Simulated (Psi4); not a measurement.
**Exact exchange and the vertical energy of the triplet above the singlet of BClF2**

BClF2 has 4 atoms, charge 0, and is taken as a singlet. SMILES: `FB(F)Cl`. The coordinates come from a PBE0-D4/def2-TZVP relaxation.

The vertical energy of the triplet above the singlet y, in eV, basis aug-cc-pVDZ; a is the functional's share of exact exchange. Programs: Psi4 1.11.

| functional | program | a | y (eV) |
| --- | --- | --- | --- |
| BLYP | Psi4 | 0 | 7.53 |
| revPBE | Psi4 | 0 | 7.52 |
| B3LYP | Psi4 | 0.2 | 7.89 |
| PBE0 | Psi4 | 0.25 | ? |
| BHLYP | Psi4 | 0.5 | 8.13 |

Problem. Fit y = c + s·a to the known rows and predict PBE0.

Solution. 
1. Means of the 4 rows: a = 0.1750, y = 7.768.
2. Σ(Δa)² = 0.1675, Σ(Δa·Δy) = 0.20575, so the slope is 0.20575/0.1675 = 1.2284.
3. Intercept: 7.768 − (1.2284) × 0.1750 = 7.553. The largest residual of the fit is 0.091.
4. PBE0: 7.553 + (1.2284) × 0.25 = 7.86 eV.

The run gave 7.91 eV, so the prediction is off by -0.05 eV, within the scatter of the fit.

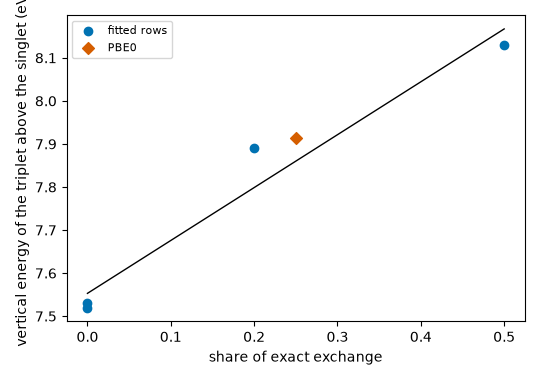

The fitted line, with the withheld row.
